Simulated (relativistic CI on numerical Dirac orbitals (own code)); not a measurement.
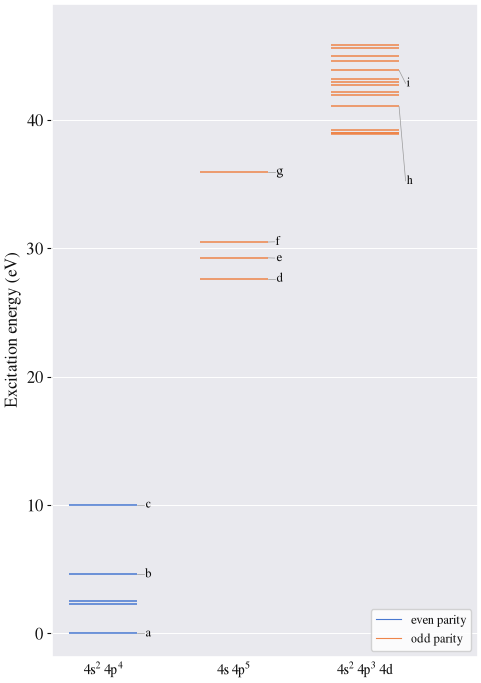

Figure 1. The lowest levels of Mo⁸⁺, with 9 of them lettered. a: 4s² 4p⁴ ³P₂ at 0; b: 4s² 4p⁴ ¹D₂ at 4.609 eV; c: 4s² 4p⁴ ¹S₀ at 10.04 eV; d: 4s 4p⁵ ³P°₂ at 27.63 eV; e: 4s 4p⁵ ³P°₁ at 29.25 eV; f: 4s 4p⁵ ³P°₀ at 30.49 eV; g: 4s 4p⁵ ¹P°₁ at 35.98 eV; h: 4s² 4p³ 4d ³D°₂ at 41.04 eV; i: 4s² 4p³ 4d ³F°₄ at 43.86 eV.

**Mo⁸⁺: relativistic CI calculation**

System: Mo⁸⁺.
Method: Dirac-Coulomb-Breit CI, KLI orbitals optimised for each configuration, model QED (radiative potential, 1s self-energy scaled to tabulated hydrogen-like ionisation energies) (relativistic CI on numerical Dirac orbitals, in-house).

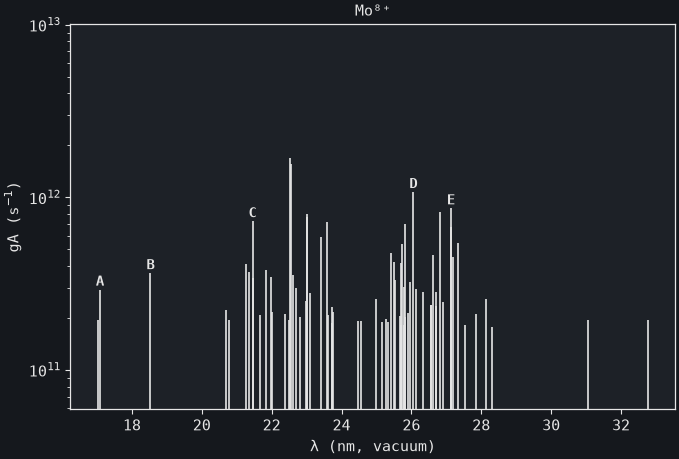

Figure 2. The stronger electric dipole lines (weighted rates gA) for Mo IX (Mo⁸⁺). A: 4s² 4p³ 5s [4p₁/₂ (4p₃/₂)² 5s] J = 2 → 4s² 4p⁴ ¹D₂, 17.08 nm, gA = 2.9×10¹¹ s⁻¹; B: 4s 4p⁴ 4d ¹D₂ → 4s 4p⁵ ¹P°₁, 18.53 nm, gA = 3.6×10¹¹ s⁻¹; C: 4s 4p⁴ 4d J = 3 (even, mixed, level 109) → 4s 4p⁵ ³P°₂, 21.45 nm, gA = 7.3×10¹¹ s⁻¹; D: 4s² 4p³ 4f ⁵F₅ → 4s² 4p³ 4d ⁵D°₄, 26.05 nm, gA = 1.1×10¹² s⁻¹; E: 4s² 4p³ 4f ³H₆ → 4s² 4p³ 4d ³G°₅, 27.13 nm, gA = 8.6×10¹¹ s⁻¹. The strongest lettered line, D, lies in the extreme ultraviolet region.

Input and output of the run follow.

## Input
```
atom Mo  Z=42  charge=8  electrons=34
nucleus A=98  rms_radius_fm=4.4091
hamiltonian dirac-coulomb  breit=on  qed=on  c_scale=1
orbitals kli  potential=per-configuration
slater_scale 1
correlation none
mixing on
configurations
  [Ar] 3d10 4s2 4p4
  [Ar] 3d10 4s 4p5
  [Ar] 3d10 4p6
  [Ar] 3d10 4s2 4p3 4d
  [Ar] 3d10 4s 4p4 4d
  [Ar] 3d10 4s2 4p3 4f
  [Ar] 3d10 4s 4p4 4f
  [Ar] 3d10 4s2 4p3 5s
  [Ar] 3d10 4p5 4d
  [Ar] 3d10 4s2 4p3 5p
  [Ar] 3d10 4s 4p3 4d2
  [Ar] 3d10 4s2 4p2 4d 5p
  [Ar] 3d10 4p4 4d2
  [Ar] 3d10 4p3 4d3
  [Ar] 3d10 4p3 4d2 4f
  [Ar] 3d10 4p3 4d2 5s
end
```

The run was one of a batch that the task file lists, launched with:
```bash
python <driver script> task.json out
```

The program writes its results to a structured record and prints no log; tables and figures of this report are taken from that record.

## The lowest 30 levels

| Configuration | Level | E (cm⁻¹) | LS purity (%) | Landé g | Lifetime (s; – stable or not computed) |
| --- | --- | --- | --- | --- | --- |
| 4s² 4p⁴ | ³P₂ | 0 | 88 | 1.447 | – |
| 4s² 4p⁴ | ³P₀ | 18,330 | 83 | – | 5.1×10⁰ |
| 4s² 4p⁴ | ³P₁ | 20,150 | 98 | 1.501 | 6.1×10⁻³ |
| 4s² 4p⁴ | ¹D₂ | 37,180 | 87 | 1.053 | 4.9×10⁻³ |
| 4s² 4p⁴ | ¹S₀ | 80,950 | 82 | – | 5.1×10⁻⁴ |
| 4s 4p⁵ | ³P°₂ | 222,900 | 84 | 1.500 | 4.2×10⁻¹⁰ |
| 4s 4p⁵ | ³P°₁ | 235,900 | 80 | 1.480 | 3.6×10⁻¹⁰ |
| 4s 4p⁵ | ³P°₀ | 245,900 | 83 | – | 3.9×10⁻¹⁰ |
| 4s 4p⁵ | ¹P°₁ | 290,200 | 62 | 1.020 | 1.4×10⁻¹⁰ |
| 4s² 4p³ 4d | ⁵D°₀ | 313,600 | 92 | – | 3.0×10⁻⁹ |
| 4s² 4p³ 4d | ⁵D°₁ | 314,200 | 93 | 1.488 | 2.1×10⁻⁹ |
| 4s² 4p³ 4d | ⁵D°₂ | 314,200 | 89 | 1.458 | 3.2×10⁻⁹ |
| 4s² 4p³ 4d | ⁵D°₃ | 314,400 | 86 | 1.466 | 7.4×10⁻⁹ |
| 4s² 4p³ 4d | ⁵D°₄ | 316,400 | 91 | 1.481 | – |
| 4s² 4p³ 4d | ³D°₂ | 331,000 | 55 | 1.044 | 2.5×10⁻⁹ |
| 4s² 4p³ 4d | ³D°₃ | 338,500 | 75 | 1.305 | 1.6×10⁻⁸ |
| 4s² 4p³ 4d | ³D°₁ | 340,300 | 95 | 0.525 | 2.8×10⁻⁹ |
| 4s² 4p³ 4d | [4p₁/₂ (4p₃/₂)² 4d₃/₂] J = 2 | 344,400 | 64 | 0.841 | 3.7×10⁻⁹ |
| 4s² 4p³ 4d | ¹S°₀ | 346,200 | 90 | – | 1.6×10⁻⁸ |
| 4s² 4p³ 4d | ³F°₃ | 348,100 | 75 | 1.111 | 5.1×10⁻⁹ |
| 4s² 4p³ 4d | ³F°₄ | 353,700 | 77 | 1.220 | 9.7×10⁻³ |
| 4s² 4p³ 4d | ³G°₃ | 359,600 | 77 | 0.822 | 1.4×10⁻⁹ |
| 4s² 4p³ 4d | ³G°₄ | 362,700 | 59 | 1.122 | 1.0×10⁻² |
| 4s² 4p³ 4d | ³G°₅ | 367,700 | 98 | 1.200 | 4.1×10⁻² |
| 4s² 4p³ 4d | ¹G°₄ | 369,800 | 79 | 1.023 | 1.3×10⁻² |
| 4s² 4p³ 4d | ³D°₁ | 380,100 | 94 | 0.527 | 1.8×10⁻¹⁰ |
| 4s² 4p³ 4d | ¹D°₂ | 381,000 | 65 | 0.998 | 5.2×10⁻¹⁰ |
| 4s² 4p³ 4d | ³P°₀ | 386,000 | 87 | – | 6.9×10⁻¹⁰ |
| 4s² 4p³ 4d | ³P°₁ | 388,200 | 86 | 1.468 | 1.3×10⁻¹⁰ |
| 4s² 4p³ 4d | ³D°₂ | 392,200 | 79 | 1.148 | 5.3×10⁻¹⁰ |

## Key numbers

- outcome: converged
- lowest level: 4s² 4p⁴ ³P₂
- first excited level: 4s² 4p⁴ ³P₀, 18,328 cm⁻¹
- ionisation energy: 162.337 eV
- levels computed: 2961
- SCF iterations: 129
- hardware: 1 thread of Intel Xeon (Sapphire Rapids), 192 GiB of memory available, shared host
- wall time: 3.8 s

## Remarks

Limits: configurations can be misplaced by up to about 7 % of their energy; only a limited list of configurations is included, so lower levels can be missing; only lines among the lowest 200 of 2961 levels are drawn.
